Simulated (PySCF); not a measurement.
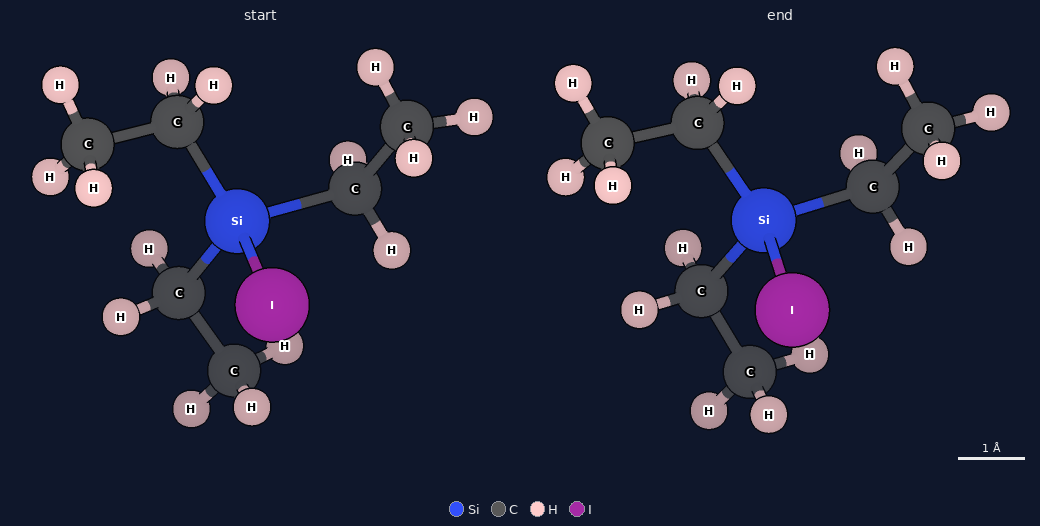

The structure of C$_{6}$H$_{15}$ISi before (left) and after (right) a relaxation, at one scale.

Style: ball-and-stick. Shown at a tilt.

The start comes from GFN2-xTB. Its atoms were then displaced at random by about 0.03 Å.

Level of theory: PySCF, PBE0-D3(BJ)/def2-SVP geometry optimisation, gas phase. 

**What changed between the two?**

The energy falls by 23.7 kcal/mol in 9 geometry steps. The atom that moves furthest after the best rigid fit is an H atom (0.21 Å). By element the largest moves are H 0.21 Å, Si 0.11 Å, I 0.08 Å, C 0.07 Å. Near-neighbour distances that change, for instance: C–Si 2.032 → 1.882 Å, C–H 1.006 → 1.101 Å, C–H 1.175 → 1.106 Å, C–H 1.041 → 1.101 Å. Among the angles between lasting bonds that change: H–C–H 116.2° → 107.3°, H–C–H 114.9° → 107.3°, Si–C–H 112.8° → 106.0°. The run took 14 min on 1 thread of AMD EPYC, with other jobs on the host.
